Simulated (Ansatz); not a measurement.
**CH₄Al (doublet): wB97M-V, HSE06, B2PLYP, RPA-PBE over vertical spin and charge gaps and displaced geometries, cc-pVDZ**

Aim: run CH₄Al (doublet) with these functionals over vertical spin and charge gaps and displaced geometries, and hold them against the top wave-function level at the same points.

Program: Ansatz 0.2.0, Gaussian basis. Level of theory: cc-pVDZ, all electrons in the functionals, frozen cores in the correlation of double hybrids and RPA. These are calculated values, not measurements.

Plan: wB97M-V, HSE06, B2PLYP, RPA-PBE, at charge 0, doublet; charge 0, quartet; charge 1, singlet; charge 1, triplet; displaced geometry v1; displaced geometry v2 (not every functional at every point).

20 further runs of the same task are left out: 1 for a mislabelled method, 8 that didn't finish, 11 set aside as unsound or not needed.

### Step 1. What is computed

The geometry is a PBE0/def2-TZVP stationary point (not a proven minimum).

6 atoms, charge 0, spin multiplicity 2.

Atoms are counted from 1 here; the program's logs count them from 0.

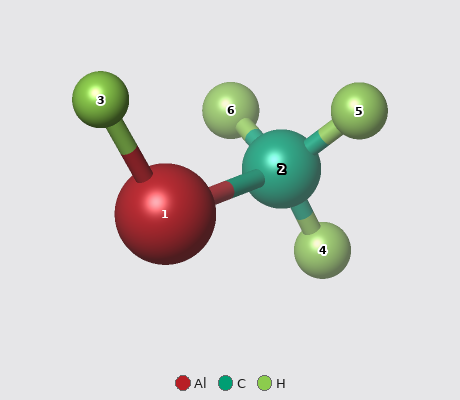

The geometry (aluminium red, carbon teal, hydrogen green); atoms are numbered from 1 in the order of the file.

No dispersion term is added; wB97M-V holds VV10 nonlocal correlation. HSE06 is the plane-wave form.

The geometry shown and the zero of energy belong to the point charge 0, doublet. The yardstick, UCCSDT(Q), and other wave-function levels (R restricted, U unrestricted, valence and pair active spaces) come from earlier runs.

### Step 2. wB97M-V, charge 0, doublet

in.yaml

```yaml
crystal:
  periodic: [false, false, false]
  atoms:
    - {symbol: Al, position_ang: [0.000000, -0.100225, 0.690538]}
    - {symbol: C, position_ang: [0.000000, 0.082589, -1.266301]}
    - {symbol: H, position_ang: [0.000000, 1.250798, 1.564976]}
    - {symbol: H, position_ang: [0.000000, -0.865219, -1.806220]}
    - {symbol: H, position_ang: [0.880712, 0.656598, -1.577205]}
    - {symbol: H, position_ang: [-0.880712, 0.656598, -1.577205]}
basis:
  gaussian: {orbitals: cc-pVDZ}
magnetization: {spin_polarized: true, initial_magnetization: 1}
hamiltonian: {xc: {name: wB97M-V}}
output: {forces: true, orbitals: {seedname: orbitals}}
```

Started as:

```console
> ansatz run in.yaml --threads 1 --pin off --events-out ev --progress --plain --max-ram 2393MiB
```

Standard output, cut to the lines that bear on the results:

```text
Functional definition: wB97M-V
  name "wB97M-V"
  cite "Mardirossian & Head-Gordon, J. Chem. Phys. 144, 214110 (2016) doi:10.1063/1.4952647"
  cite "Becke, J. Chem. Phys. 107, 8554 (1997) doi:10.1063/1.475007"
  cite "Vydrov & Van Voorhis, J. Chem. Phys. 133, 244103 (2010) doi:10.1063/1.3521275"
  # Of w^i u^j: cxij and so on, Table III.
[...]
  gx(w, u) = 1 - cx + cx01*u + cx10*w
  gss(w, u) = css00 + css04*u^4 + css10*w + css20*w^2 + css43*w^4*u^3
  gos(w, u) = cos00 + cos10*w + (cos20 + cos21*u)*w^2 + (cos60 + cos61*u)*w^6
[...]
      + integral(e_c_pw_mod_opposite_spin*gos(b97_w_opposite, b97_u_opposite)) + vv10(b, c)
485 factors; integrals over basis functions are off by at most 1.0e-3 eV
185 factors; integrals over basis functions are off by at most 1.3e-5 eV
[...]
mean field -7696.12939715 eV, -282.8275387213 hartree, gradient 1.9e-5 eV, S^2 0.750964; 0 other end points of the search recorded, 0 dependent functions left out
[...]
reference -7696.12943782 eV, -282.8275402160 hartree; 12, 11 occupied and 40, 41 virtual orbitals, 485 factors
Total energy: -7696.12943782 eV, -282.8275402160 hartree
Atom 0 at     0.000000    -0.100225     0.690538 Å, force     0.000000    -0.078404     0.192619 eV/Å
Atom 1 at     0.000000     0.082589    -1.266301 Å, force    -0.000000    -0.027654     0.103995 eV/Å
Atom 2 at     0.000000     1.250798     1.564976 Å, force    -0.000000     0.050717     0.013409 eV/Å
Atom 3 at     0.000000    -0.865219    -1.806220 Å, force     0.000000    -0.247209    -0.149221 eV/Å
Atom 4 at     0.880712     0.656598    -1.577205 Å, force     0.225817     0.151275    -0.080401 eV/Å
Atom 5 at    -0.880712     0.656598    -1.577205 Å, force    -0.225817     0.151275    -0.080401 eV/Å
Dipole moment:     0.000000    -0.074333    -0.122272 e Å
```

Run time: 7 s. Hardware: 1 thread of Arm Neoverse V2, shared host.

From the report: ⟨S²⟩ of the determinant 0.751 (pure doublet: 0.75).

### Step 3. wB97M-V, charge 0, quartet

Edit in.yaml of step 2 so:

```diff
@@ -11,3 +11,3 @@
   gaussian: {orbitals: cc-pVDZ}
-magnetization: {spin_polarized: true, initial_magnetization: 1}
+magnetization: {spin_polarized: true, initial_magnetization: 3}
 hamiltonian: {xc: {name: wB97M-V}}
```

Same command.

Standard output, cut to the lines that bear on the results:

```text
Functional definition: wB97M-V
  name "wB97M-V"
  cite "Mardirossian & Head-Gordon, J. Chem. Phys. 144, 214110 (2016) doi:10.1063/1.4952647"
  cite "Becke, J. Chem. Phys. 107, 8554 (1997) doi:10.1063/1.475007"
  cite "Vydrov & Van Voorhis, J. Chem. Phys. 133, 244103 (2010) doi:10.1063/1.3521275"
  # Of w^i u^j: cxij and so on, Table III.
[...]
  gx(w, u) = 1 - cx + cx01*u + cx10*w
  gss(w, u) = css00 + css04*u^4 + css10*w + css20*w^2 + css43*w^4*u^3
  gos(w, u) = cos00 + cos10*w + (cos20 + cos21*u)*w^2 + (cos60 + cos61*u)*w^6
[...]
      + integral(e_c_pw_mod_opposite_spin*gos(b97_w_opposite, b97_u_opposite)) + vv10(b, c)
485 factors; integrals over basis functions are off by at most 1.0e-3 eV
185 factors; integrals over basis functions are off by at most 1.3e-5 eV
[...]
mean field -7691.26167028 eV, -282.6486530582 hartree, gradient 3.4e-5 eV, S^2 3.758322; 0 other end points of the search recorded, 0 dependent functions left out
[...]
reference -7691.26170883 eV, -282.6486544751 hartree; 13, 10 occupied and 39, 42 virtual orbitals, 485 factors
Total energy: -7691.26170883 eV, -282.6486544751 hartree
Atom 0 at     0.000000    -0.100225     0.690538 Å, force     0.000000    -2.622314     2.015440 eV/Å
Atom 1 at     0.000000     0.082589    -1.266301 Å, force    -0.000000     1.902551    -3.347231 eV/Å
Atom 2 at     0.000000     1.250798     1.564976 Å, force     0.000000     1.420531    -0.005100 eV/Å
Atom 3 at     0.000000    -0.865219    -1.806220 Å, force     0.000000    -0.755794     0.730400 eV/Å
Atom 4 at     0.880712     0.656598    -1.577205 Å, force     0.290424     0.027513     0.303245 eV/Å
Atom 5 at    -0.880712     0.656598    -1.577205 Å, force    -0.290424     0.027513     0.303245 eV/Å
Dipole moment:    -0.000000     0.268875    -0.531705 e Å
```

Run time: 8 s. Hardware: 1 thread of Arm Neoverse V2, shared host.

From the report: ⟨S²⟩ of the determinant 3.758 (pure quartet: 3.75).

From charge 0, doublet: +112.3 kcal/mol.

### Step 4. wB97M-V, charge 1, singlet

Edit in.yaml of step 3 so:

```diff
@@ -11,4 +11,4 @@
   gaussian: {orbitals: cc-pVDZ}
-magnetization: {spin_polarized: true, initial_magnetization: 3}
+total_charge: 1
 hamiltonian: {xc: {name: wB97M-V}}
-output: {forces: true, orbitals: {seedname: orbitals}}
+output: {orbitals: {seedname: orbitals}}
```

The command is unchanged.

Standard output, cut to the lines that bear on the results:

```text
Functional definition: wB97M-V
  name "wB97M-V"
  cite "Mardirossian & Head-Gordon, J. Chem. Phys. 144, 214110 (2016) doi:10.1063/1.4952647"
  cite "Becke, J. Chem. Phys. 107, 8554 (1997) doi:10.1063/1.475007"
  cite "Vydrov & Van Voorhis, J. Chem. Phys. 133, 244103 (2010) doi:10.1063/1.3521275"
  # Of w^i u^j: cxij and so on, Table III.
[...]
  gx(w, u) = 1 - cx + cx01*u + cx10*w
  gss(w, u) = css00 + css04*u^4 + css10*w + css20*w^2 + css43*w^4*u^3
  gos(w, u) = cos00 + cos10*w + (cos20 + cos21*u)*w^2 + (cos60 + cos61*u)*w^6
[...]
      + integral(e_c_pw_mod_opposite_spin*gos(b97_w_opposite, b97_u_opposite)) + vv10(b, c)
485 factors; integrals over basis functions are off by at most 1.0e-3 eV
185 factors; integrals over basis functions are off by at most 1.3e-5 eV
[...]
mean field -7688.90757498 eV, -282.5621416516 hartree, gradient 3.4e-5 eV, S^2 0.000000; 0 other end points of the search recorded, 0 dependent functions left out
reference -7688.90761872 eV, -282.5621432594 hartree; 11, 11 occupied and 41, 41 virtual orbitals, 485 factors
Total energy: -7688.90761872 eV, -282.5621432594 hartree
```

Run time: 2.9 s. Hardware: 1 thread of Arm Neoverse V2, shared host.

From charge 0, doublet: +166.5 kcal/mol.

### Step 5. wB97M-V, charge 1, triplet

Edit in.yaml of step 4 so:

```diff
@@ -12,3 +12,4 @@
 total_charge: 1
+magnetization: {spin_polarized: true, initial_magnetization: 2}
 hamiltonian: {xc: {name: wB97M-V}}
-output: {orbitals: {seedname: orbitals}}
+output: {forces: true, orbitals: {seedname: orbitals}}
```

Same command.

Standard output, cut to the lines that bear on the results:

```text
Functional definition: wB97M-V
  name "wB97M-V"
  cite "Mardirossian & Head-Gordon, J. Chem. Phys. 144, 214110 (2016) doi:10.1063/1.4952647"
  cite "Becke, J. Chem. Phys. 107, 8554 (1997) doi:10.1063/1.475007"
  cite "Vydrov & Van Voorhis, J. Chem. Phys. 133, 244103 (2010) doi:10.1063/1.3521275"
  # Of w^i u^j: cxij and so on, Table III.
[...]
  gx(w, u) = 1 - cx + cx01*u + cx10*w
  gss(w, u) = css00 + css04*u^4 + css10*w + css20*w^2 + css43*w^4*u^3
  gos(w, u) = cos00 + cos10*w + (cos20 + cos21*u)*w^2 + (cos60 + cos61*u)*w^6
[...]
      + integral(e_c_pw_mod_opposite_spin*gos(b97_w_opposite, b97_u_opposite)) + vv10(b, c)
485 factors; integrals over basis functions are off by at most 1.0e-3 eV
185 factors; integrals over basis functions are off by at most 1.3e-5 eV
[...]
mean field -7685.90354379 eV, -282.4517455418 hartree, gradient 8.7e-5 eV, S^2 2.012368; 0 other end points of the search recorded, 0 dependent functions left out
[...]
reference -7685.90358369 eV, -282.4517470079 hartree; 12, 10 occupied and 40, 42 virtual orbitals, 485 factors
Total energy: -7685.90358369 eV, -282.4517470079 hartree
Atom 0 at     0.000000    -0.100225     0.690538 Å, force     0.000000    -2.461071     1.639636 eV/Å
Atom 1 at     0.000000     0.082589    -1.266301 Å, force    -0.000000     1.595978    -3.438156 eV/Å
Atom 2 at     0.000000     1.250798     1.564976 Å, force     0.000000     1.408059     0.007272 eV/Å
Atom 3 at     0.000000    -0.865219    -1.806220 Å, force     0.000000    -0.988198     0.769580 eV/Å
Atom 4 at     0.880712     0.656598    -1.577205 Å, force     0.450637     0.222616     0.510834 eV/Å
Atom 5 at    -0.880712     0.656598    -1.577205 Å, force    -0.450637     0.222616     0.510834 eV/Å
Dipole moment:    -0.000000     0.152494     0.024322 e Å
```

It took 7.5 s on 1 thread of Arm Neoverse V2, shared host.

From the report: ⟨S²⟩ of the determinant 2.012 (pure triplet: 2.00).

From charge 0, doublet: +235.8 kcal/mol.

### Step 6. wB97M-V, displaced geometry v1

in.yaml

```yaml
crystal:
  periodic: [false, false, false]
  atoms:
    - {symbol: Al, position_ang: [0.003533, -0.095802, 0.698137]}
    - {symbol: C, position_ang: [0.002700, 0.070869, -1.269855]}
    - {symbol: H, position_ang: [0.050664, 1.298389, 1.518808]}
    - {symbol: H, position_ang: [-0.052113, -0.880443, -1.822585]}
    - {symbol: H, position_ang: [0.786214, 0.657554, -1.645060]}
    - {symbol: H, position_ang: [-0.911499, 0.644535, -1.607875]}
basis:
  gaussian: {orbitals: cc-pVDZ}
magnetization: {spin_polarized: true, initial_magnetization: 1}
hamiltonian: {xc: {name: wB97M-V}}
output: {orbitals: {seedname: orbitals}}
```

Same command.

Standard output, cut to the lines that bear on the results:

```text
Functional definition: wB97M-V
  name "wB97M-V"
  cite "Mardirossian & Head-Gordon, J. Chem. Phys. 144, 214110 (2016) doi:10.1063/1.4952647"
  cite "Becke, J. Chem. Phys. 107, 8554 (1997) doi:10.1063/1.475007"
  cite "Vydrov & Van Voorhis, J. Chem. Phys. 133, 244103 (2010) doi:10.1063/1.3521275"
  # Of w^i u^j: cxij and so on, Table III.
[...]
  gx(w, u) = 1 - cx + cx01*u + cx10*w
  gss(w, u) = css00 + css04*u^4 + css10*w + css20*w^2 + css43*w^4*u^3
  gos(w, u) = cos00 + cos10*w + (cos20 + cos21*u)*w^2 + (cos60 + cos61*u)*w^6
[...]
      + integral(e_c_pw_mod_opposite_spin*gos(b97_w_opposite, b97_u_opposite)) + vv10(b, c)
484 factors; integrals over basis functions are off by at most 1.0e-3 eV
185 factors; integrals over basis functions are off by at most 1.4e-5 eV
[...]
mean field -7696.04559070 eV, -282.8244588910 hartree, gradient 8.2e-5 eV, S^2 0.750994; 0 other end points of the search recorded, 0 dependent functions left out
reference -7696.04563129 eV, -282.8244603827 hartree; 12, 11 occupied and 40, 41 virtual orbitals, 484 factors
Total energy: -7696.04563129 eV, -282.8244603827 hartree
```

Run time: 6.5 s. Hardware: 1 thread of Arm Neoverse V2, shared host.

From the report: ⟨S²⟩ of the determinant 0.751 (pure doublet: 0.75).

From charge 0, doublet: +1.9 kcal/mol.

### Step 7. wB97M-V, displaced geometry v2

in.yaml

```yaml
crystal:
  periodic: [false, false, false]
  atoms:
    - {symbol: Al, position_ang: [0.050156, -0.096002, 0.690078]}
    - {symbol: C, position_ang: [-0.114718, 0.095185, -1.255168]}
    - {symbol: H, position_ang: [-0.038097, 1.230971, 1.567929]}
    - {symbol: H, position_ang: [0.045011, -0.940316, -1.785053]}
    - {symbol: H, position_ang: [0.822665, 0.562368, -1.658921]}
    - {symbol: H, position_ang: [-0.805229, 0.582631, -1.639955]}
basis:
  gaussian: {orbitals: cc-pVDZ}
magnetization: {spin_polarized: true, initial_magnetization: 1}
hamiltonian: {xc: {name: wB97M-V}}
output: {orbitals: {seedname: orbitals}}
```

Launched as before.

Standard output, cut to the lines that bear on the results:

```text
Functional definition: wB97M-V
  name "wB97M-V"
  cite "Mardirossian & Head-Gordon, J. Chem. Phys. 144, 214110 (2016) doi:10.1063/1.4952647"
  cite "Becke, J. Chem. Phys. 107, 8554 (1997) doi:10.1063/1.475007"
  cite "Vydrov & Van Voorhis, J. Chem. Phys. 133, 244103 (2010) doi:10.1063/1.3521275"
  # Of w^i u^j: cxij and so on, Table III.
[...]
  gx(w, u) = 1 - cx + cx01*u + cx10*w
  gss(w, u) = css00 + css04*u^4 + css10*w + css20*w^2 + css43*w^4*u^3
  gos(w, u) = cos00 + cos10*w + (cos20 + cos21*u)*w^2 + (cos60 + cos61*u)*w^6
[...]
      + integral(e_c_pw_mod_opposite_spin*gos(b97_w_opposite, b97_u_opposite)) + vv10(b, c)
483 factors; integrals over basis functions are off by at most 1.0e-3 eV
185 factors; integrals over basis functions are off by at most 1.5e-5 eV
[...]
mean field -7695.24271237 eV, -282.7949536567 hartree, gradient 4.7e-5 eV, S^2 0.750875; 0 other end points of the search recorded, 0 dependent functions left out
reference -7695.24275323 eV, -282.7949551584 hartree; 12, 11 occupied and 40, 41 virtual orbitals, 483 factors
Total energy: -7695.24275323 eV, -282.7949551584 hartree
```

Wall time 7 s (1 thread of Arm Neoverse V2, shared host).

From the report: ⟨S²⟩ of the determinant 0.751 (pure doublet: 0.75).

From charge 0, doublet: +20.4 kcal/mol.

### Step 8. HSE06, charge 0, doublet

in.yaml

```yaml
crystal:
  periodic: [false, false, false]
  atoms:
    - {symbol: Al, position_ang: [0.000000, -0.100225, 0.690538]}
    - {symbol: C, position_ang: [0.000000, 0.082589, -1.266301]}
    - {symbol: H, position_ang: [0.000000, 1.250798, 1.564976]}
    - {symbol: H, position_ang: [0.000000, -0.865219, -1.806220]}
    - {symbol: H, position_ang: [0.880712, 0.656598, -1.577205]}
    - {symbol: H, position_ang: [-0.880712, 0.656598, -1.577205]}
basis:
  gaussian: {orbitals: cc-pVDZ}
magnetization: {spin_polarized: true, initial_magnetization: 1}
hamiltonian: {xc: {name: HSE06}}
```

Launched as before.

Standard output, cut to the lines that bear on the results:

```text
Functional definition: HSE06
  name "HSE06"
  cite "Heyd, Scuseria & Ernzerhof, J. Chem. Phys. 118, 8207 (2003) doi:10.1063/1.1564060"
  cite "Krukau, Vydrov, Izmaylov & Scuseria, J. Chem. Phys. 125, 224106 (2006) doi:10.1063/1.2404663"
  cite "Heyd & Scuseria, J. Chem. Phys. 120, 7274 (2004) doi:10.1063/1.1668634"
  cite "Ernzerhof & Perdew, J. Chem. Phys. 109, 3313 (1998) doi:10.1063/1.476928"
  cite "Perdew, Burke & Ernzerhof, Phys. Rev. Lett. 77, 3865 (1996) doi:10.1103/PhysRevLett.77.3865"
  parent pbe
[...]
  # The whole range is PBE's own exchange, as in plane waves. The composition of these papers is wPBEh.
[...]
485 factors; integrals over basis functions are off by at most 1.0e-3 eV
60 factors; integrals over basis functions are off by at most 1.8e-6 eV
[...]
mean field -7692.86987573 eV, -282.7077535188 hartree, gradient 7.8e-5 eV, S^2 0.751429; 0 other end points of the search recorded, 0 dependent functions left out
reference -7692.86991307 eV, -282.7077548908 hartree; 12, 11 occupied and 40, 41 virtual orbitals, 485 factors
Total energy: -7692.86991307 eV, -282.7077548908 hartree
```

It took 1.6 s on 1 thread of Arm Neoverse V2, shared host.

From the report: ⟨S²⟩ of the determinant 0.751 (pure doublet: 0.75).

### Step 9. HSE06, displaced geometry v2

in.yaml

```yaml
crystal:
  periodic: [false, false, false]
  atoms:
    - {symbol: Al, position_ang: [0.050156, -0.096002, 0.690078]}
    - {symbol: C, position_ang: [-0.114718, 0.095185, -1.255168]}
    - {symbol: H, position_ang: [-0.038097, 1.230971, 1.567929]}
    - {symbol: H, position_ang: [0.045011, -0.940316, -1.785053]}
    - {symbol: H, position_ang: [0.822665, 0.562368, -1.658921]}
    - {symbol: H, position_ang: [-0.805229, 0.582631, -1.639955]}
basis:
  gaussian: {orbitals: cc-pVDZ}
magnetization: {spin_polarized: true, initial_magnetization: 1}
hamiltonian: {xc: {name: HSE06}}
```

Launched as before.

Standard output, cut to the lines that bear on the results:

```text
Functional definition: HSE06
  name "HSE06"
  cite "Heyd, Scuseria & Ernzerhof, J. Chem. Phys. 118, 8207 (2003) doi:10.1063/1.1564060"
  cite "Krukau, Vydrov, Izmaylov & Scuseria, J. Chem. Phys. 125, 224106 (2006) doi:10.1063/1.2404663"
  cite "Heyd & Scuseria, J. Chem. Phys. 120, 7274 (2004) doi:10.1063/1.1668634"
  cite "Ernzerhof & Perdew, J. Chem. Phys. 109, 3313 (1998) doi:10.1063/1.476928"
  cite "Perdew, Burke & Ernzerhof, Phys. Rev. Lett. 77, 3865 (1996) doi:10.1103/PhysRevLett.77.3865"
  parent pbe
[...]
  # The whole range is PBE's own exchange, as in plane waves. The composition of these papers is wPBEh.
[...]
483 factors; integrals over basis functions are off by at most 1.0e-3 eV
60 factors; integrals over basis functions are off by at most 1.4e-6 eV
[...]
mean field -7691.97047784 eV, -282.6747012559 hartree, gradient 4.5e-5 eV, S^2 0.751359; 0 other end points of the search recorded, 0 dependent functions left out
reference -7691.97051491 eV, -282.6747026182 hartree; 12, 11 occupied and 40, 41 virtual orbitals, 483 factors
Total energy: -7691.97051491 eV, -282.6747026182 hartree
```

It took 1.6 s on 1 thread of Arm Neoverse V2, shared host.

From the report: ⟨S²⟩ of the determinant 0.751 (pure doublet: 0.75).

From charge 0, doublet: +20.7 kcal/mol.

### Step 10. B2PLYP, charge 0, doublet

in.yaml

```yaml
crystal:
  periodic: [false, false, false]
  atoms:
    - {symbol: Al, position_ang: [0.000000, -0.100225, 0.690538]}
    - {symbol: C, position_ang: [0.000000, 0.082589, -1.266301]}
    - {symbol: H, position_ang: [0.000000, 1.250798, 1.564976]}
    - {symbol: H, position_ang: [0.000000, -0.865219, -1.806220]}
    - {symbol: H, position_ang: [0.880712, 0.656598, -1.577205]}
    - {symbol: H, position_ang: [-0.880712, 0.656598, -1.577205]}
basis:
  gaussian: {orbitals: cc-pVDZ}
magnetization: {spin_polarized: true, initial_magnetization: 1}
hamiltonian: {xc: {name: B2PLYP}}
correlation: {electrons: outside_noble_gas}
```

The command is unchanged.

Standard output, cut to the lines that bear on the results:

```text
Functional definition: B2PLYP
  name "B2PLYP"
  cite "Grimme, J. Chem. Phys. 124, 034108 (2006) doi:10.1063/1.2148954"
  cite "Becke, Phys. Rev. A 38, 3098 (1988) doi:10.1103/PhysRevA.38.3098"
  cite "Lee, Yang & Parr, Phys. Rev. B 37, 785 (1988) doi:10.1103/PhysRevB.37.785"
[...]
485 factors; integrals over basis functions are off by at most 1.0e-3 eV
[...]
mean field -7691.08936962 eV, -282.6423211258 hartree, gradient 3.5e-6 eV, S^2 0.752749; 0 other end points of the search recorded, 0 dependent functions left out
6 core orbitals not correlated: weight in the atoms' cores, before any rotation towards them, 1.000 or more for the frozen orbitals, at most 0.000 for the correlated occupied ones
reference -7691.08950615 eV, -282.6423261433 hartree; 6, 5 occupied and 40, 41 virtual orbitals, 485 factors
second order -6.71308236 eV of doubles, -0.00000000 eV of singles
Total energy: -7692.90203839 eV, -282.7089354745 hartree
```

Wall time 1.7 s (1 thread of Arm Neoverse V2, shared host).

From the report: ⟨S²⟩ of the determinant 0.753 (pure doublet: 0.75).

### Step 11. B2PLYP, charge 0, quartet

Edit in.yaml of step 10 so:

```diff
@@ -11,3 +11,3 @@
   gaussian: {orbitals: cc-pVDZ}
-magnetization: {spin_polarized: true, initial_magnetization: 1}
+magnetization: {spin_polarized: true, initial_magnetization: 3}
 hamiltonian: {xc: {name: B2PLYP}}
```

Launched as before.

Standard output, cut to the lines that bear on the results:

```text
Functional definition: B2PLYP
  name "B2PLYP"
  cite "Grimme, J. Chem. Phys. 124, 034108 (2006) doi:10.1063/1.2148954"
  cite "Becke, Phys. Rev. A 38, 3098 (1988) doi:10.1103/PhysRevA.38.3098"
  cite "Lee, Yang & Parr, Phys. Rev. B 37, 785 (1988) doi:10.1103/PhysRevB.37.785"
[...]
485 factors; integrals over basis functions are off by at most 1.0e-3 eV
[...]
mean field -7686.54022515 eV, -282.4751431503 hartree, gradient 1.2e-6 eV, S^2 3.766100; 2 other end points of the search recorded, 0 dependent functions left out
6 core orbitals not correlated: weight in the atoms' cores, before any rotation towards them, 1.000 or more for the frozen orbitals, at most 0.000 for the correlated occupied ones
reference -7686.54036880 eV, -282.4751484293 hartree; 7, 4 occupied and 39, 42 virtual orbitals, 485 factors
second order -6.39157170 eV of doubles, -0.00000000 eV of singles
Total energy: -7688.26609316 eV, -282.5385676297 hartree
```

It took 2.1 s on 1 thread of Arm Neoverse V2, shared host.

From the report: ⟨S²⟩ of the determinant 3.766 (pure quartet: 3.75).

From charge 0, doublet: +106.9 kcal/mol.

[end of part 1 of 2]
